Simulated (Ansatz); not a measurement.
# PH3 (phosphine) at CCSDT(Q)/6-31G

What is the vertical singlet–triplet gap of PH3 (phosphine) at CCSDT(Q)/6-31G? 

The calculation is run with Ansatz 0.2.0.

60 further runs of the same task are left out: 2 that didn't finish, 58 set aside as unsound or not needed.

## (1) The structure to begin with

The species is PH3 (4 atoms), meant as a singlet with charge 0. As SMILES, `P`. Geometry: relaxed at PBE0-D4/def2-TZVP.

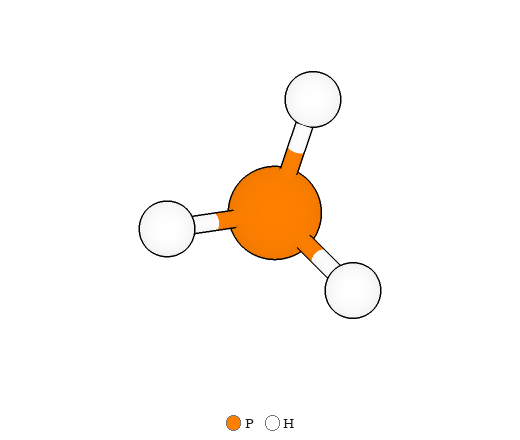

The structure, seen from a chosen angle (phosphorus orange, hydrogen white).

## (2) A single-point energy at CCSDT(Q)/6-31G

Input file in.yaml:

```yaml
crystal:
  periodic: [false, false, false]
  atoms:
    - {symbol: P, position_ang: [0.346000, -0.326500, -0.332800]}
    - {symbol: H, position_ang: [0.630900, -0.034000, 1.027000]}
    - {symbol: H, position_ang: [-1.005500, -0.663000, -0.057200]}
    - {symbol: H, position_ang: [0.028700, 1.023500, -0.636900]}
basis:
  gaussian:
    orbitals: 6-31G
correlation:
  method: ccsdt_q
  frozen_orbitals: {H: 0, P: 5}
accuracy: high
scf:
  omitted_lower_state_checks: [cluster_reference, increment]
```

Run with:

```sh
$ ansatz run in.yaml --threads 1 --pin off --max-ram 2610MiB --events-out events.jsonl --progress --plain --runs-dir runs
```

The log of the run, cut to the lines that bear on the results:

```text
Warning: RAYON_NUM_THREADS=1 ignored (pool sized by the plan → 1); use --threads N
Functional definition: HF
  name "HF"
[...]
408 factors; integrals over basis functions are off by at most 3.9e-9 eV
[...]
mean field -9317.06203054 eV, -342.3957142908 hartree, gradient 9.6e-9 eV, S^2 0.000000; 0 other end points of the search recorded, 0 dependent functions left out
5 core orbitals not correlated: weight in the atoms' cores, before any rotation towards them, 1.000 or more for the frozen orbitals, at most 0.000 for the correlated occupied ones
reference -9317.06203054 eV, -342.3957142908 hartree; 4, 4 occupied and 10, 10 virtual orbitals, 408 factors
second order -1.73348017 eV of doubles, -0.00000000 eV of singles
cycle   1  -2.12748125 eV  change   -3.9e-1 eV  update   5.1e-2
[...]
cycle  18  -2.33829947 eV  change  -9.2e-10 eV  update  7.3e-10
perturbative correction -0.00145404 eV, -0.0000534349 hartree
Total energy: -9319.40178404 eV, -342.4816986462 hartree
Checks for a lower state left out: cluster_reference, increment
```

Run time: 0.34 s. Hardware: 1 thread of Arm Neoverse V1, shared host.

## (3) The triplet at the same level

Input file job.yaml:

```yaml
crystal:
  periodic: [false, false, false]
  atoms:
    - {symbol: P, position_ang: [0.346000, -0.326500, -0.332800]}
    - {symbol: H, position_ang: [0.630900, -0.034000, 1.027000]}
    - {symbol: H, position_ang: [-1.005500, -0.663000, -0.057200]}
    - {symbol: H, position_ang: [0.028700, 1.023500, -0.636900]}
basis:
  gaussian:
    orbitals: 6-31G
magnetization:
  spin_polarized: true
  initial_magnetization: 2
correlation:
  method: ccsdt_q
  frozen_orbitals: {H: 0, P: 5}
accuracy: high
scf:
  omitted_lower_state_checks: [cluster_reference, increment]
```

Run with:

```sh
$ ansatz run job.yaml --threads 1 --pin off --max-ram 2610MiB --events-out events.jsonl --progress --plain --runs-dir runs
```

The log of the run, cut to the lines that bear on the results:

```text
Warning: RAYON_NUM_THREADS=1 ignored (pool sized by the plan → 1); use --threads N
Functional definition: HF
  name "HF"
[...]
408 factors; integrals over basis functions are off by at most 3.9e-9 eV
[...]
mean field -9310.83336564 eV, -342.1668150776 hartree, gradient 2.5e-8 eV, S^2 2.010635; 4 other end points of the search recorded, 0 dependent functions left out
5 core orbitals not correlated: weight in the atoms' cores, before any rotation towards them, 1.000 or more for the frozen orbitals, at most 0.000 for the correlated occupied ones
reference -9310.83336564 eV, -342.1668150776 hartree; 5, 3 occupied and 9, 11 virtual orbitals, 408 factors
second order -1.42077664 eV of doubles, -0.00000000 eV of singles
cycle   1  -1.78345452 eV  change   -3.6e-1 eV  update   5.2e-2
[...]
cycle  44  -2.04322062 eV  change   3.0e-10 eV  update  8.3e-10
perturbative correction -0.00141128 eV, -0.0000518636 hartree
Total energy: -9312.87799754 eV, -342.2419539141 hartree
Checks for a lower state left out: cluster_reference, increment
```

It took 1.3 s on 1 thread of Arm Neoverse V1, shared host.

## (4) Results

Level: CCSDT(Q)/6-31G, 5 core orbitals frozen.

| quantity | value |
| --- | --- |
| singlet: total energy | -342.48170 Eh |
| singlet: correlation energy (5 core orbitals frozen) | -86.0 mEh |
| singlet: T1 diagnostic | 0.006 |
| triplet: total energy | -342.24195 Eh |
| triplet: correlation energy (5 core orbitals frozen) | -75.1 mEh |
| triplet: ⟨S²⟩ of the reference determinant | 2.011 |
| triplet: T1 diagnostic | 0.028 |
| vertical energy of the triplet above the singlet | 6.524 eV |

What this shows: At this shape the triplet lies 6.52 eV (629 kJ/mol) above the singlet.
